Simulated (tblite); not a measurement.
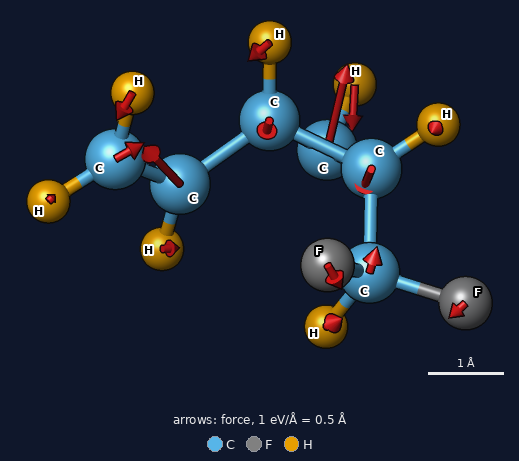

Starting geometry of C6H7F2 (multiplicity 2) with the computed forces as red arrows. Style: ball-and-stick. Shown at a tilt.

Theory: GFN2-xTB geometry optimisation, gas phase in tblite. 

Is this structure relaxed? If not, where do the atoms go?

Answer. It isn't relaxed: the largest force vector, on a C atom, is 2.75 eV/Å. The final displacements have little in common with the starting forces (cosine between the two patterns 0.25). After 74 geometry steps the energy has fallen by 13.7 kcal/mol. The largest move after the best rigid fit is that of an F atom, 0.61 Å. Largest moves by element: F 0.61 Å, H 0.49 Å, C 0.24 Å. Among the contacts that change: C–H 1.113 → 1.067 Å, C–C 1.508 → 1.463 Å, C–F 1.381 → 1.358 Å, C–C 1.518 → 1.539 Å. Among the angles between lasting bonds that change: C–C–H 112.9° → 133.9°, C–C–H 118.2° → 132.6°, C–C–C 112.7° → 122.0°. Groups turn about C–C by about 25°. Cost: 0.31 s on 1 thread of Arm Neoverse V2 (shared host).
